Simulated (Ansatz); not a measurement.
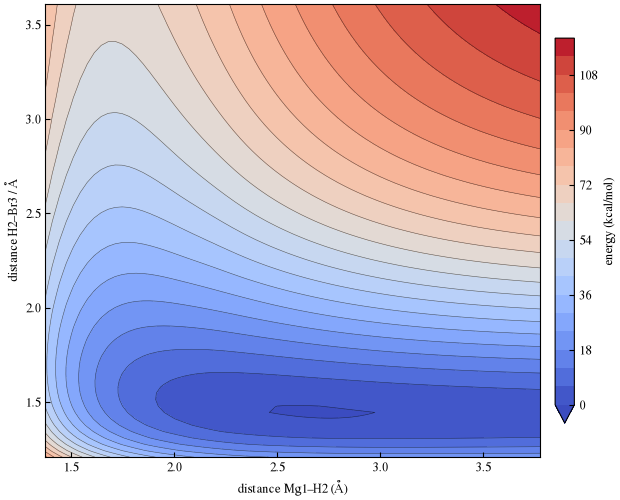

The system Mg + HBr. Coordinates scanned: (1) distance Mg1–H2; (2) distance H2–Br3. Nothing is relaxed (the angle Mg1–H2–Br3 is fixed at 180 degrees). The scan uses a 17 × 17 grid. Points are written as (first, second). Energies: kcal/mol, counted from the lowest grid point. The reference is spin-restricted, so regions where a bond is pulled apart into radicals lie too high. This map comes from RKS PBE0-D4/def2-SVPD (Ansatz 0.2.0).

Drawn: filled contours. Between grid points the surface is interpolated.

The lowest grid point is at (2.679 Å, 1.480 Å). The highest grid point, (3.776 Å, 3.608 Å), lies 117 kcal/mol above the lowest.

The level of theory is changed to RHF/def2-TZVPD (Ansatz 0.2.0); with it change the reference geometry, relaxed at the new level.

What will the new map look like?

Answer. The minimum (interpolated where it lies between grid points) moves from (2.679 Å, 1.480 Å) to (3.776 Å, 1.369 Å). The span from the lowest to the highest grid point grows from 117 to 151 kcal/mol.

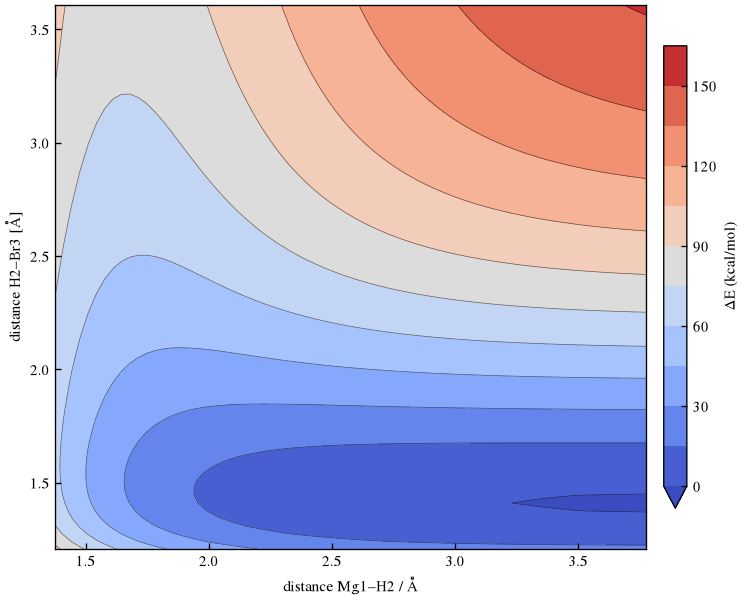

The map after the change, on a colour scale of its own. In the figure: filled contours. Between grid points the surface is interpolated.
